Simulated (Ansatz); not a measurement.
# C4H12O4Si (SMILES CO[Si](OC)(OC)OC): what the fields show

Input file:

```
crystal:
  periodic: [false, false, false]
  atoms:
    - {symbol: C, position_ang: [1.751211, -1.608803, -1.240536]}
    - {symbol: O, position_ang: [0.439330, -1.341962, -0.797424]}
    - {symbol: Si, position_ang: [-0.005944, 0.000508, 0.002300]}
    - {symbol: O, position_ang: [-0.007469, 1.351112, -0.900979]}
    - {symbol: C, position_ang: [-0.936845, 1.624938, -1.925602]}
    - {symbol: O, position_ang: [-1.530591, -0.232800, 0.513220]}
    - {symbol: C, position_ang: [-1.982207, -1.394059, 1.173589]}
    - {symbol: O, position_ang: [1.074968, 0.225682, 1.194336]}
    - {symbol: C, position_ang: [1.144174, 1.379920, 2.001503]}
    - {symbol: H, position_ang: [2.064104, -0.892763, -2.007642]}
    - {symbol: H, position_ang: [1.767152, -2.610740, -1.672696]}
    - {symbol: H, position_ang: [2.464227, -1.568188, -0.412037]}
    - {symbol: H, position_ang: [-0.742421, 2.630871, -2.301360]}
    - {symbol: H, position_ang: [-1.963449, 1.578216, -1.550964]}
    - {symbol: H, position_ang: [-0.833619, 0.916727, -2.754364]}
    - {symbol: H, position_ang: [-1.782000, -2.290071, 0.579007]}
    - {symbol: H, position_ang: [-1.501109, -1.507120, 2.150741]}
    - {symbol: H, position_ang: [-3.059114, -1.302541, 1.324555]}
    - {symbol: H, position_ang: [0.247224, 1.485219, 2.620742]}
    - {symbol: H, position_ang: [1.257278, 2.281712, 1.392875]}
    - {symbol: H, position_ang: [2.010802, 1.284640, 2.657837]}
basis:
  gaussian: {orbitals: def2-TZVPP}
hamiltonian: {xc: pbe0, dispersion: d4}
output: {orbitals: {seedname: orbitals}}
```

Command:

```sh
ansatz run in.yaml --threads 4 --pin off --events-out ev --progress --plain --max-ram 66560MiB --backend cuda --devices 0, --max-vram 37GiB
```

Geometry: PBE0-D4/def2-TZVP.

The calculation used RKS PBE0-D4/def2-TZVPP in Ansatz 0.2.0.

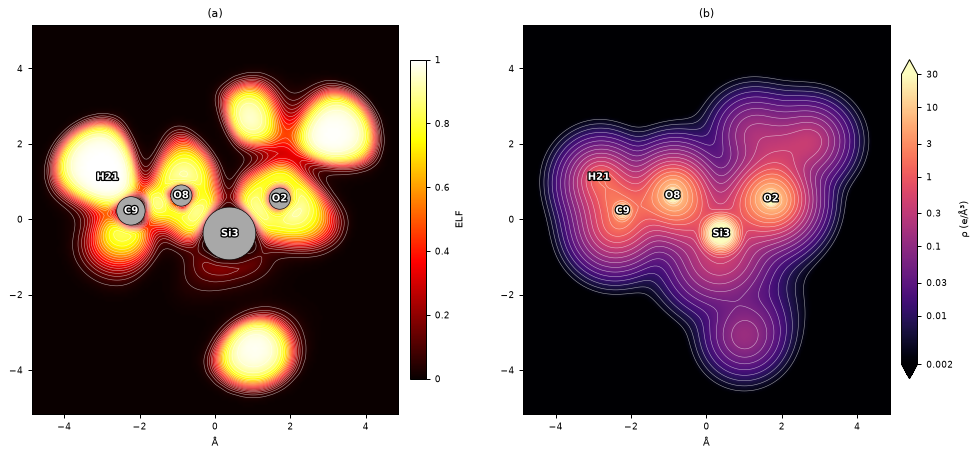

Figure 1. (a) electron localisation function; (b) electron density on the plane of atoms O2, Si3 and O8. Grey discs cover the atomic cores in the ELF map.

### What do the fields say about this system?

- Atoms in the plane: O, Si, C and H.
- C–O (1.41 Å): the density is about 2 e/Å³ at the midpoint, with its minimum of 1.7 e/Å³ about 0.5 Å from C; the ELF peaks at about 0.90 between the atoms (a polar covalent bond).
- Si–O (1.62 Å): ρ is about 1.2 e/Å³ halfway; the ELF peaks at about 0.90 between the atoms: a polar covalent bond.
- C–H (1.09 Å): ρ is about 2.1 e/Å³ halfway; the ELF climbs to about 1 towards the hydrogen, as it does in any bond to H; an ordinary covalent bond to hydrogen.
- The ELF also peaks beside O2 and O8, away from the bonds: lone-pair regions.

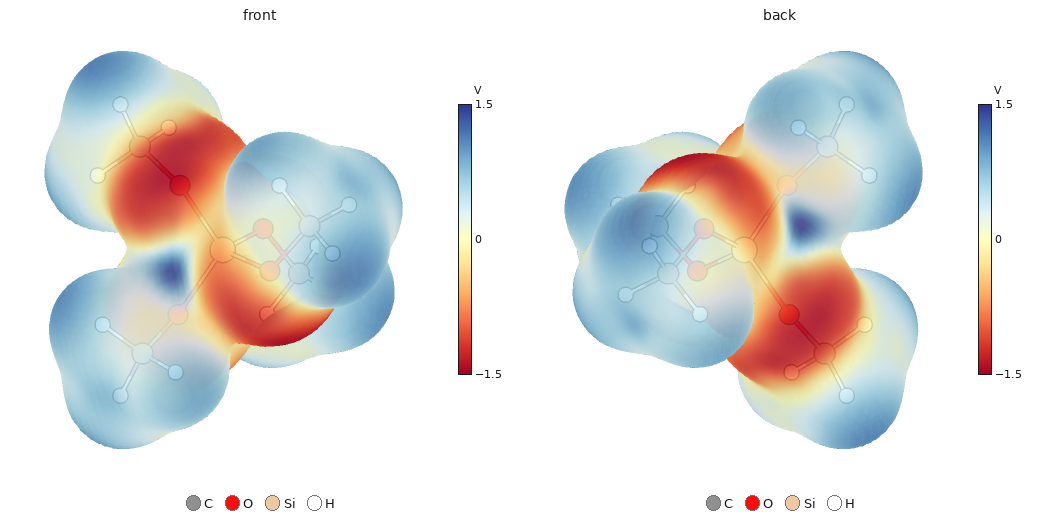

Figure 2. The electrostatic potential painted on the density surface at 0.004 e/bohr³, seen from the front and from behind; the colour scale runs from red (negative) to blue (positive).

### Describe the electrostatic potential map.

The most negative region (about −1.4 V) lies over O2, O4, O6 and O8, the most positive (about +1.3 V) over Si3.
